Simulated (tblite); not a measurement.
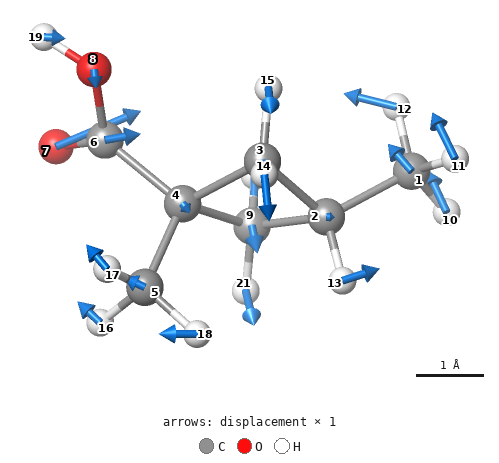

This is a relaxation of C$_{7}$H$_{12}$O$_{2}$. The starting structure is drawn; blue arrows show the displacements, at their true length. The two geometries are superimposed by the best rigid fit.

Style: ball-and-stick. Shown from a free direction.

All numbers below come from GFN2-xTB geometry optimisation, gas phase (tblite). 

Q: Which element moves most?

A: Oxygen: up to 1.41 Å, against 0.86 Å for hydrogen.

Q: What did the optimiser do to the structure, and how much energy did it gain?

A: After 89 geometry steps the energy has fallen by 28.6 kJ/mol. The atom that moves furthest after the best rigid fit is an O atom (1.41 Å). By element the largest moves are O 1.41 Å, H 0.86 Å, C 0.59 Å. Some distances before and after: C–C 1.571 → 1.511 Å, C–C 1.575 → 1.547 Å, C–C 1.561 → 1.539 Å, C–O 1.223 → 1.202 Å. Bond angles that change, for instance: C–O–H 103.2° → 110.0°, C–C–C 117.4° → 112.0°, O–C–O 118.6° → 122.0°. Groups turn about C–C by about 40°, C–C by about 30°, C–C by about 30°. Cost: 0.52 s on 1 thread of Arm Neoverse V2, on a shared host.
